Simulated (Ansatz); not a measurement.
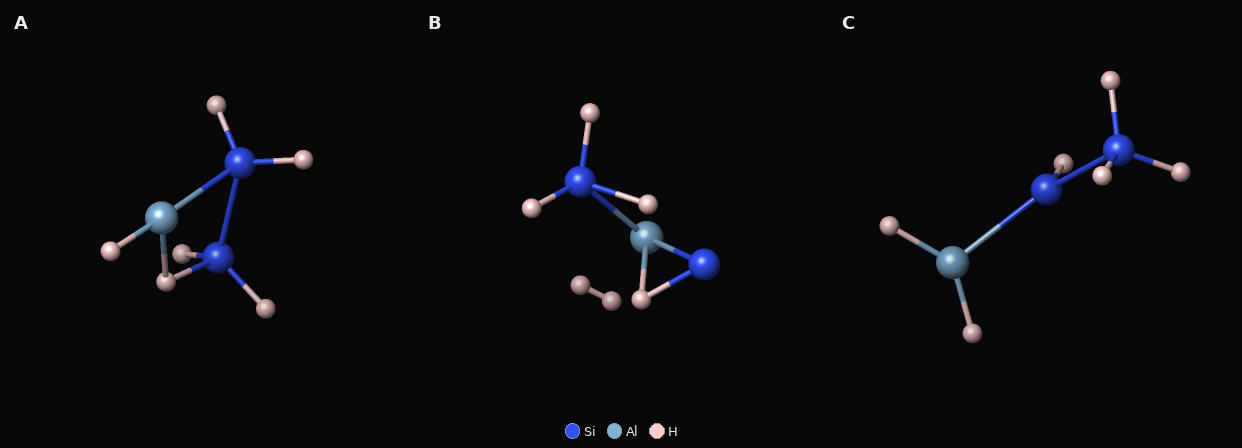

3 stationary structures of one formula. The species has charge +1 and is a spin singlet. Geometries: PBE0-D4/def2-TZVP. Electronic energies: B3LYP-D4/def2-TZVPP (Ansatz 0.2.0), without zero-point energy. No frequency run is at hand to confirm each as a minimum. Each is one conformer, not always the lowest.

> Which is lowest in energy, and by how much?

A is lowest; C lies 17.9 kcal/mol above it, B lies 52.6 kcal/mol above it.
